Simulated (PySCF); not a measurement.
**difluoromethyl radical (CHF2) radical: EPR parameters at several levels of theory**

How much do the EPR parameters of difluoromethyl radical (CHF2) radical (`F[CH]F`) depend on the level of theory, and what does each level cost?

The runs use PySCF 2.14.0, with density-fitted response routines of our own; the level of theory stands in each step. All values are computed, except where a source is named. Atoms count from 0, in the outputs and in this text.

## 1. The starting structure

4 atoms, charge 0, multiplicity 2; geometry from: GFN2-xTB.

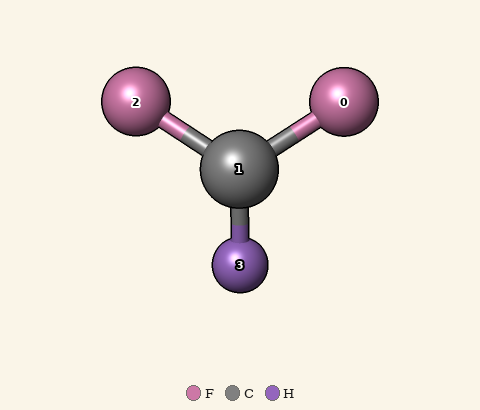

The starting geometry (fluorine pink, carbon grey, hydrogen purple), atoms numbered.

## 2. Relaxing the molecule at PBE0-D3(BJ)/def2-SVP

Job settings and geometry (Å):

```
{"job": {"xc": "PBE0", "basis": "def2-SVP", "d3": "d3bj", "grid": 1, "kind": "geom"}, "charge": 0, "multiplicity": 2}
F     -1.082120    -0.615520    -0.078640
C      0.002720     0.090390     0.208300
F      1.107990    -0.588530    -0.066210
H     -0.008120     1.123210    -0.109160
```

The program printed:

```text
step   0  E = -237.89807219  max force = 0.024689
step   1  E = -237.89835271  max force = 0.008429
step   2  E = -237.89865743  max force = 0.003577
step   3  E = -237.89867595  max force = 0.000555
step   4  E = -237.89867805  max force = 0.000152
optimisation converged
```

Wall time 6.6 s (1 thread, shared host).

The steps of the relaxation:

| step | energy from step 0 (eV) | largest force component (eV/Å) |
| --- | --- | --- |
| 0 | 0.0000 | 1.2696 |
| 1 | -0.0076 | 0.4334 |
| 2 | -0.0159 | 0.1839 |
| 3 | -0.0164 | 0.0285 |
| 4 | -0.0165 | 0.0078 |

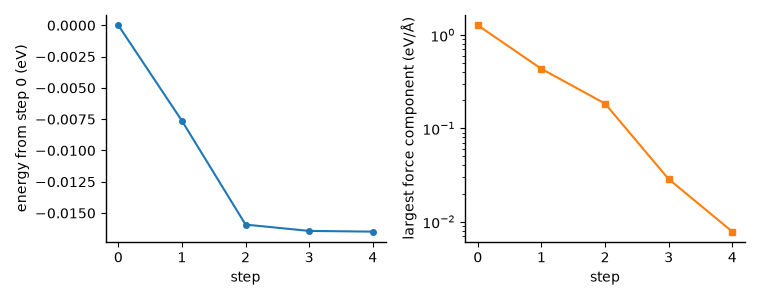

Energy and largest force along the relaxation.

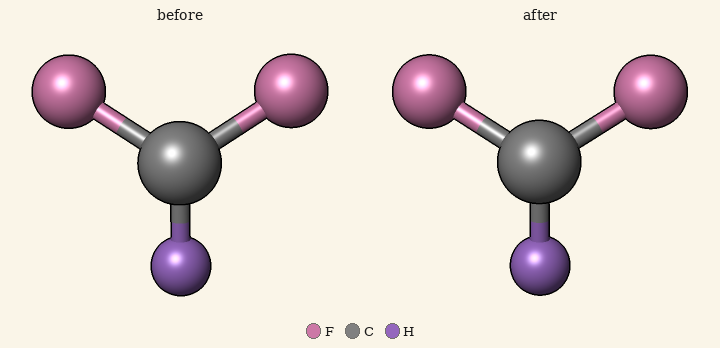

The geometry before (left) and after (right).

Close pairs (by a distance rule), those that changed most:

| bond | before (Å) | after (Å) | change (Å) |
| --- | --- | --- | --- |
| C1–H3 | 1.081 | 1.101 | +0.020 |
| C1–F2 | 1.326 | 1.317 | -0.009 |
| F0–C1 | 1.326 | 1.317 | -0.009 |

The final coordinates are the input of the step that follows.

| at the end point | value |
| --- | --- |
| point group (found at 0.08 Å tolerance) | Cs |
| rotational constants (GHz, main isotopes) | 68.607, 11.080, 9.683 |
| dipole moment (D) | 1.29 |
| ⟨S²⟩ | 0.752 |

## 3. g tensor and hyperfine couplings: B3LYP/IGLO-III+pcH-1

Job settings and geometry (Å):

```
{"job": {"kind": "epr"}, "charge": 0, "multiplicity": 2}
F     -1.081071    -0.603006    -0.078363
C      0.003305     0.079043     0.227269
F      1.100621    -0.587165    -0.066700
H     -0.002384     1.120678    -0.127916
```

With the program's defaults for keys left out, this is: UKS B3LYP, IGLO-III on C F, pcH-1 on H, non-relativistic, mean-field spin-orbit, GIAO.

The program printed:

```text
UKS, coarse grid
  cycle   1  E = -238.36609846  |g| = 4.50e-01
  cycle   2  E = -238.26529311  |g| = 7.48e-01
  cycle   3  E = -238.42855108  |g| = 3.34e-02
  cycle   4  E = -238.42891404  |g| = 1.04e-02
  cycle   5  E = -238.42896443  |g| = 3.51e-03
  cycle   6  E = -238.42897192  |g| = 8.23e-04
UKS, final grid
  cycle   1  E = -238.42899237  |g| = 6.32e-04
  cycle   2  E = -238.42899232  |g| = 8.70e-04
  cycle   3  E = -238.42899257  |g| = 1.32e-04
  cycle   4  E = -238.42899258  |g| = 5.19e-05
  cycle   5  E = -238.42899258  |g| = 1.27e-05
internal stability: stable
E = -238.42899258 Eh   <S^2> = 0.7522 (exact 0.7500)
g shifts (ppm)      1          2          3
  rmc          -242       -242       -242
  gc              3         31         37
  oz_so        -151       2606       2792
  total        -391       2395       2586
hyperfine (MHz)  atom isotope    a_iso     a_fc   dipolar eigenvalues
    0   19F     218.70     218.70   -233.51   -212.97    446.48
    1   13C     397.26     397.26    -77.00    -76.55    153.55
    2   19F     218.71     218.71   -233.52   -212.99    446.51
    3    1H      66.87      66.87    -30.65     -7.22     37.87
```

Wall time 17 s (1 thread, shared host).

Principal g values 2.00193, 2.00471, 2.00491; g(iso) = 2.00385, against 2.00232 for a free electron.

Mean a(iso) over the nuclei that a row names, and the largest dipolar term of the row (other rows stand at the frozen geometry):

| nuclei | isotope | a(iso) (MHz) | a(iso) (G, at g = 2.0023) | largest dipolar term (MHz) | measured (MHz) |
| --- | --- | --- | --- | --- | --- |
| C1 | 13C | 397.3 | 141.8 | 153.5 | 417.0 |
| F0, F2 | 19F | 218.7 | 78.0 | 446.5 | 236.0 |
| H3 | 1H | 66.9 | 23.9 | 37.9 | 62.2 |

Measured: solution or matrix (EPR); Pople, Beveridge, Approximate Molecular Orbital Theory, McGraw-Hill 1970 (compilation of measured values). Many experiments give no sign.

Mulliken spin populations:

| atom | value (e) |
| --- | --- |
| F0 | 0.04 |
| C1 | 0.92 |
| F2 | 0.04 |
| H3 | 0.00 |

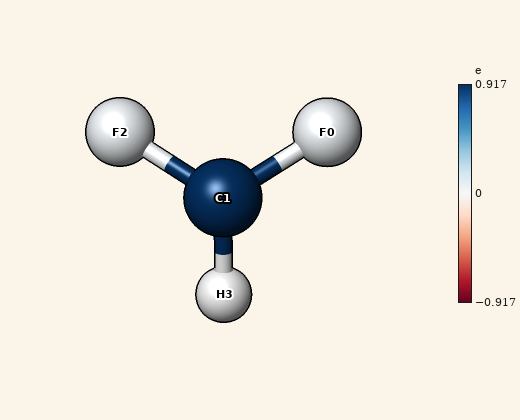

Mulliken spin populations, as colours on the atoms.

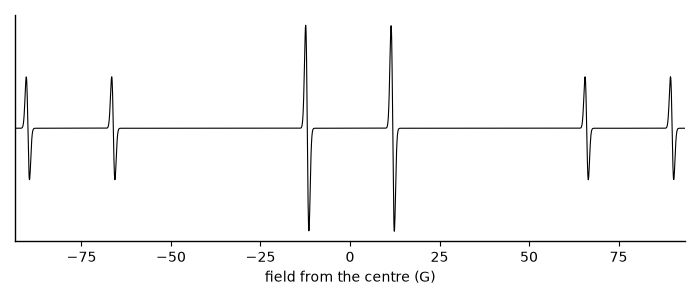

First-order isotropic spectrum (first derivative, main isotopes with spin only, couplings over 0.8 MHz, Gaussian width 0.4 G; couplings of the frozen geometry, rotation of groups not averaged beyond the rows shown).

## 4. EPR parameters: PBE/IGLO-III+pcH-1

The job, as its differences from that of step 3:

```diff
@@ -1,2 +1,2 @@
-{"job": {"kind": "epr"}, "charge": 0, "multiplicity": 2}
+{"job": {"kind": "epr", "xc": "PBE"}, "charge": 0, "multiplicity": 2}
 F     -1.081071    -0.603006    -0.078363
```

With the program's defaults for keys left out, this is: UKS PBE, IGLO-III on C F, pcH-1 on H, non-relativistic, mean-field spin-orbit, GIAO.

The program printed:

```text
UKS, coarse grid
  cycle   1  E = -238.14433012  |g| = 4.10e-01
  cycle   2  E = -237.98383294  |g| = 8.41e-01
  cycle   3  E = -238.19219115  |g| = 4.37e-02
  cycle   4  E = -238.19289136  |g| = 7.98e-03
  cycle   5  E = -238.19292063  |g| = 2.32e-03
  cycle   6  E = -238.19292234  |g| = 8.87e-04
UKS, final grid
  cycle   1  E = -238.19294596  |g| = 9.71e-04
  cycle   2  E = -238.19294578  |g| = 1.19e-03
  cycle   3  E = -238.19294633  |g| = 2.57e-04
  cycle   4  E = -238.19294635  |g| = 1.47e-05
  cycle   5  E = -238.19294635  |g| = 1.04e-05
internal stability: stable
E = -238.19294635 Eh   <S^2> = 0.7517 (exact 0.7500)
g shifts (ppm)      1          2          3
  rmc          -237       -237       -237
  gc              1         29         35
  oz_so        -156       2628       2858
  total        -392       2420       2655
hyperfine (MHz)  atom isotope    a_iso     a_fc   dipolar eigenvalues
    0   19F     180.23     180.23   -234.74   -219.83    454.57
    1   13C     363.41     363.41    -72.86    -72.77    145.64
    2   19F     180.23     180.23   -234.75   -219.85    454.60
    3    1H      66.38      66.38    -29.49     -6.26     35.75
```

Run time: 9.7 s. Hardware: 1 thread, shared host.

This run: g(iso) 2.00388.

## 5. EPR parameters: PBE0/IGLO-III+pcH-1

Job settings and geometry (Å):

```
{"job": {"kind": "epr", "xc": "PBE0"}, "charge": 0, "multiplicity": 2}
F     -1.081071    -0.603006    -0.078363
C      0.003305     0.079043     0.227269
F      1.100621    -0.587165    -0.066700
H     -0.002384     1.120678    -0.127916
```

Level: UKS PBE0, IGLO-III on C F, pcH-1 on H, non-relativistic, mean-field spin-orbit, GIAO.

The program printed:

```text
UKS, coarse grid
  cycle   1  E = -238.13261382  |g| = 4.23e-01
  cycle   2  E = -238.06888065  |g| = 6.41e-01
  cycle   3  E = -238.19038343  |g| = 3.37e-02
  cycle   4  E = -238.19078073  |g| = 1.12e-02
  cycle   5  E = -238.19085107  |g| = 3.37e-03
  cycle   6  E = -238.19085972  |g| = 9.26e-04
UKS, final grid
  cycle   1  E = -238.19087763  |g| = 6.42e-04
  cycle   2  E = -238.19087767  |g| = 8.22e-04
  cycle   3  E = -238.19087789  |g| = 1.29e-04
  cycle   4  E = -238.19087790  |g| = 6.78e-05
  cycle   5  E = -238.19087791  |g| = 1.10e-05
internal stability: stable
E = -238.19087791 Eh   <S^2> = 0.7525 (exact 0.7500)
g shifts (ppm)      1          2          3
  rmc          -236       -236       -236
  gc             21         40         46
  oz_so        -165       2511       2650
  total        -380       2314       2460
hyperfine (MHz)  atom isotope    a_iso     a_fc   dipolar eigenvalues
    0   19F     220.02     220.02   -229.11   -203.24    432.35
    1   13C     394.61     394.61    -75.73    -75.61    151.34
    2   19F     220.03     220.03   -229.12   -203.26    432.38
    3    1H      56.45      56.45    -30.88     -6.63     37.51
```

Run time: 15 s. Hardware: 1 thread, shared host.

Key values: g(iso) 2.00378.

## 6. g tensor and hyperfine couplings: BHandHLYP/IGLO-III+pcH-1

Job settings and geometry (Å):

```
{"job": {"kind": "epr", "xc": "BHandHLYP"}, "charge": 0, "multiplicity": 2}
F     -1.081071    -0.603006    -0.078363
C      0.003305     0.079043     0.227269
F      1.100621    -0.587165    -0.066700
H     -0.002384     1.120678    -0.127916
```

With the program's defaults for keys left out, this is: UKS BHandHLYP, IGLO-III on C F, pcH-1 on H, non-relativistic, mean-field spin-orbit, GIAO.

The program printed:

```text
UKS, coarse grid
  cycle   1  E = -238.25233260  |g| = 4.59e-01
  cycle   2  E = -238.24736109  |g| = 5.25e-01
  cycle   3  E = -238.32807049  |g| = 3.88e-02
  cycle   4  E = -238.32878341  |g| = 1.36e-02
  cycle   5  E = -238.32893904  |g| = 3.51e-03
  cycle   6  E = -238.32895694  |g| = 1.21e-03
  cycle   7  E = -238.32895902  |g| = 3.25e-04
UKS, final grid
  cycle   1  E = -238.32897144  |g| = 1.70e-04
  cycle   2  E = -238.32897147  |g| = 1.12e-04
  cycle   3  E = -238.32897148  |g| = 6.82e-05
  cycle   4  E = -238.32897148  |g| = 1.47e-05
internal stability: stable
E = -238.32897148 Eh   <S^2> = 0.7532 (exact 0.7500)
g shifts (ppm)      1          2          3
  rmc          -242       -242       -242
  gc             24         43         49
  oz_so        -157       2452       2554
  total        -375       2253       2361
hyperfine (MHz)  atom isotope    a_iso     a_fc   dipolar eigenvalues
    0   19F     270.02     270.02   -226.46   -196.70    423.16
    1   13C     439.89     439.89    -79.56    -79.00    158.56
    2   19F     270.04     270.04   -226.47   -196.72    423.19
    3    1H      58.18      58.18    -31.87     -7.52     39.40
```

It took 13 s on 1 thread, shared host.

Key values: g(iso) 2.00373.

## 7. g tensor and hyperfine couplings: HF/IGLO-III+pcH-1

Job settings and geometry (Å):

```
{"job": {"kind": "epr", "xc": "HF"}, "charge": 0, "multiplicity": 2}
F     -1.081071    -0.603006    -0.078363
C      0.003305     0.079043     0.227269
F      1.100621    -0.587165    -0.066700
H     -0.002384     1.120678    -0.127916
```

Method: UKS HF, IGLO-III on C F, pcH-1 on H, non-relativistic, mean-field spin-orbit, GIAO.

The program printed:

```text
UKS, final grid
  cycle   1  E = -237.26458107  |g| = 4.83e-01
  cycle   2  E = -237.34467594  |g| = 2.81e-01
  cycle   3  E = -237.36933859  |g| = 5.24e-02
  cycle   4  E = -237.37162266  |g| = 2.05e-02
  cycle   5  E = -237.37223729  |g| = 8.15e-03
  cycle   6  E = -237.37236737  |g| = 3.18e-03
  cycle   7  E = -237.37238661  |g| = 1.01e-03
  cycle   8  E = -237.37238826  |g| = 3.16e-04
  cycle   9  E = -237.37238842  |g| = 9.85e-05
  cycle  10  E = -237.37238844  |g| = 3.08e-05
  cycle  11  E = -237.37238844  |g| = 1.12e-05
  cycle  12  E = -237.37238844  |g| = 4.34e-06
internal stability: stable
E = -237.37238844 Eh   <S^2> = 0.7560 (exact 0.7500)
g shifts (ppm)      1          2          3
  rmc          -230       -230       -230
  gc             16         46         36
  oz_so        -197       1970       1999
  total        -411       1786       1805
hyperfine (MHz)  atom isotope    a_iso     a_fc   dipolar eigenvalues
    0   19F     319.14     319.14   -222.30   -149.77    372.07
    1   13C     516.64     516.64    -80.80    -79.13    159.94
    2   19F     319.16     319.16   -222.31   -149.79    372.09
    3    1H      17.19      17.19    -34.75     -8.86     43.61
```

It took 10 s on 1 thread, shared host.

This run: g(iso) 2.00338.

## 8. EPR parameters: CAM-B3LYP/IGLO-III+pcH-1

Job settings and geometry (Å):

```
{"job": {"kind": "epr", "xc": "CAM-B3LYP"}, "charge": 0, "multiplicity": 2}
F     -1.081071    -0.603006    -0.078363
C      0.003305     0.079043     0.227269
F      1.100621    -0.587165    -0.066700
H     -0.002384     1.120678    -0.127916
```

Level: UKS CAM-B3LYP, IGLO-III on C F, pcH-1 on H, non-relativistic, mean-field spin-orbit, GIAO.

The program printed:

```text
UKS, coarse grid
  cycle   1  E = -238.28771977  |g| = 4.74e-01
  cycle   2  E = -238.25340141  |g| = 6.27e-01
  cycle   3  E = -238.36373610  |g| = 3.81e-02
  cycle   4  E = -238.36429786  |g| = 1.20e-02
  cycle   5  E = -238.36441490  |g| = 3.48e-03
  cycle   6  E = -238.36443011  |g| = 1.14e-03
  cycle   7  E = -238.36443175  |g| = 2.60e-04
UKS, final grid
  cycle   1  E = -238.36445054  |g| = 1.36e-04
  cycle   2  E = -238.36445056  |g| = 1.06e-04
  cycle   3  E = -238.36445056  |g| = 5.22e-05
  cycle   4  E = -238.36445057  |g| = 1.30e-05
internal stability: stable
E = -238.36445057 Eh   <S^2> = 0.7522 (exact 0.7500)
g shifts (ppm)      1          2          3
  rmc          -242       -242       -242
  gc              3         31         37
  oz_so        -150       2590       2773
  total        -388       2379       2569
hyperfine (MHz)  atom isotope    a_iso     a_fc   dipolar eigenvalues
    0   19F     215.95     215.95   -232.12   -210.41    442.54
    1   13C     390.30     390.30    -78.04    -77.51    155.55
    2   19F     215.96     215.96   -232.14   -210.43    442.57
    3    1H      64.71      64.71    -31.02     -7.46     38.48
```

Run time: 22 s. Hardware: 1 thread, shared host.

Key values: g(iso) 2.00384.

## 9. Comparing the runs: EPR parameters

g, ⟨S²⟩ and isotropic hyperfine couplings (MHz), with basis size and wall time:

| run | g(iso) | ⟨S²⟩ | 13C C1 | 19F F0 (mean) | 1H H3 | functions | time |
| --- | --- | --- | --- | --- | --- | --- | --- |
| B3LYP/IGLO-III+pcH-1 | 2.00385 | 0.752 | 397.3 | 218.7 | 66.9 | 115 | 17 s |
| PBE/IGLO-III+pcH-1 | 2.00388 | 0.752 | 363.4 | 180.2 | 66.4 | 115 | 9.7 s |
| PBE0/IGLO-III+pcH-1 | 2.00378 | 0.753 | 394.6 | 220.0 | 56.4 | 115 | 15 s |
| BHandHLYP/IGLO-III+pcH-1 | 2.00373 | 0.753 | 439.9 | 270.0 | 58.2 | 115 | 13 s |
| HF/IGLO-III+pcH-1 | 2.00338 | 0.756 | 516.6 | 319.1 | 17.2 | 115 | 10 s |
| CAM-B3LYP/IGLO-III+pcH-1 | 2.00384 | 0.752 | 390.3 | 216.0 | 64.7 | 115 | 22 s |
| measured | – | – | 417.0 | 236.0 | 62.2 | – | – |

Measured: solution or matrix (EPR); Pople, Beveridge, Approximate Molecular Orbital Theory, McGraw-Hill 1970 (compilation of measured values).

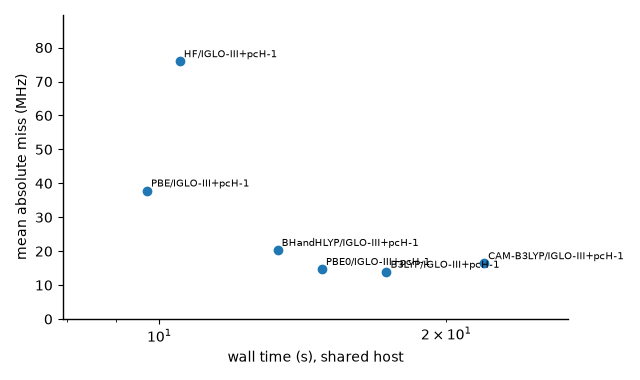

Cost against miss for the 3 measured hyperfine couplings.

## 10. What came out

| quantity | value |
| --- | --- |
| point group | Cs |
| rotational constants (main isotopes) | 68.61, 11.08, 9.68 GHz |
| g(iso) (B3LYP) | 2.00385 |
| ⟨S²⟩ | 0.752 (exact 0.75) |
| largest a(iso) (averaged by class) | 13C on C1, 397.3 MHz |

What this shows: Single values in the summary come from the first run of each kind that ended normally (B3LYP/IGLO-III+pcH-1), which need not be the best level. Relaxing lowered the energy by 0.016 eV in 4 steps; the close pair that moved most is C1–H3, from 1.081 to 1.101 Å. No frequency check was run at this level, so the end point may be a saddle. Most of the unpaired spin sits on C1 (0.92 e). The isotropic g lies 1.5 ppt above the free-electron value. In size, the 3 measured couplings are missed by 13.9 MHz on average; matrix, vibration and temperature are not in the model. The coupling of 13C on C1 runs from 363.4 (PBE/IGLO-III+pcH-1) to 516.6 MHz (HF/IGLO-III+pcH-1). For the 3 measured hyperfine couplings, B3LYP/IGLO-III+pcH-1 misses least (13.9 MHz, 17 s) and HF/IGLO-III+pcH-1 most (75.9 MHz, 10 s); the quickest, PBE/IGLO-III+pcH-1, misses by 37.8 MHz in 9.7 s. One molecule ranks no method: errors cancel, and vibration and temperature are missing from all runs.
